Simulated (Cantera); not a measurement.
Input: 1 mol CH3SiCl3, 0.035 mol C3H8, 5.6 mol H2, equilibrated at 2.33 Torr.

Method: chemical equilibrium by Gibbs-energy minimisation in Cantera with the NASA 1993 tables (ideal gas, pure condensed phases). Candidate condensed phases: C, C6H6, C7H8, C8H18, Si, SiC; 109 gas species. The feed counts by its element totals alone. The tables' values for SiCl3 are old estimates; treat these amounts as uncertain. Kinetics and transport are ignored.

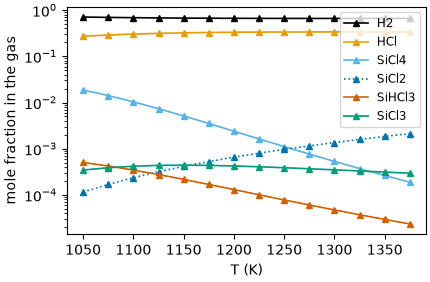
Figure: Equilibrium gas composition (values under 1e-9 drawn at 1e-9)

Read off the mole fractions at 1200 K.

H2 about 0.66, HCl about 0.33, SiCl4 about 0.0024, SiCl2 about 0.00066, SiCl3 about 0.00042, SiHCl3 about 0.00013.
